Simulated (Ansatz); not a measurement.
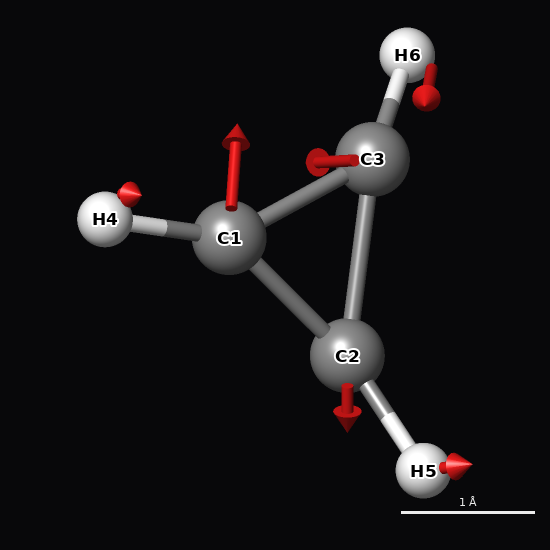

Arrows show the forces on the atoms, 10 Å of arrow for 1 eV/Å; forces under a tenth of the largest aren't drawn. Charge 0, doublet. Level of theory: UHF/def2-SVP (Ansatz).

Q: On which atom is the force largest, and how large is it?

A: On H6: 0.08 eV/Å.

Q: Which bond do the forces act along most?

A: C3–H6, now 1.081 Å: the forces pull its atoms together, so a first step downhill shortens it.

List the force components in the frame of the picture (x right, y up, z towards the viewer), in eV/Å.

```
atom     Fx     Fy     Fz
  C1   0.00   0.06  −0.04
  C2   0.00  −0.04  −0.02
  C3  −0.04   0.00  −0.06
  H4   0.02   0.00   0.02
  H5   0.02   0.00   0.02
  H6  −0.01  −0.03   0.08
```
